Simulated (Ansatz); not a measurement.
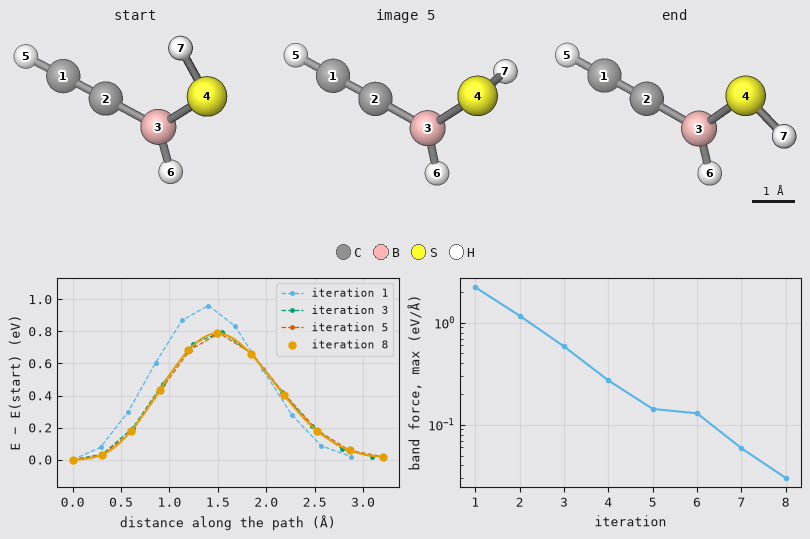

A nudged-elastic-band calculation for C₂H₃BS. Images are numbered from 0 (start) to 10 (end). The plot follows the band through its iterations. A ball-and-stick model, seen at a tilt.

Computed with RKS B3LYP/cc-pVDZ in Ansatz 0.2.0.

The input:
```yaml
crystal:
  periodic: [false, false, false]
  atoms:
    - { symbol: C, position_ang: [-1.616504, -0.031751, -0.916501] }
    - { symbol: C, position_ang: [-0.706293, 0.06508, -0.108956] }
    - { symbol: B, position_ang: [0.412905, 0.188978, 0.90217] }
    - { symbol: S, position_ang: [2.134526, -0.147452, 0.510322] }
    - { symbol: H, position_ang: [-2.418622, -0.116245, -1.625042] }
    - { symbol: H, position_ang: [0.20993, 0.523372, 2.037484] }
    - { symbol: H, position_ang: [1.984059, -0.482001, -0.799487] }
basis:
  gaussian: { orbitals: cc-pVDZ }
hamiltonian:
  xc: b3lyp
neb:
  order_check: false
  images: 9
  f_tol: 0.05
  max_iterations: 40
  initial_path: idpp
  final_atoms:
    - { symbol: C, position_ang: [-1.91697301, 0.013663, -0.89760328] }
    - { symbol: C, position_ang: [-0.86543013, 0.04047885, -0.27875853] }
    - { symbol: B, position_ang: [0.4258195, 0.08213054, 0.51377805] }
    - { symbol: S, position_ang: [1.96588772, -0.34767486, -0.31476937] }
    - { symbol: H, position_ang: [-2.84125754, -0.01038195, -1.44307777] }
    - { symbol: H, position_ang: [0.43746647, 0.393876, 1.67276695] }
    - { symbol: H, position_ang: [2.794488, -0.17211057, 0.74765395] }
```

Run as
```bash
ansatz run input.yaml --threads 1 --pin off --max-ram 2048MiB --backend cpu --events-out ev --progress --plain --runs-dir out
```

Q: How did the profile develop, and is the result final?

A: The result is final at these settings. The band converged in 8 iterations. The largest component of the band force went from 2.2 to 0.03 eV/Å. The climbing image converged on the top of the path. Its vibrational analysis gives one imaginary mode (605i cm⁻¹), as a transition state must have. The first iteration put the highest image at 0.96 eV. The energy climbs by 0.79 eV to image 5 and then falls by 0.77 eV, so the end point sits at +0.02 eV.

Cost: 3.8 min on 1 thread of Arm Neoverse V1 (shared host), peak memory 0.14 GiB.
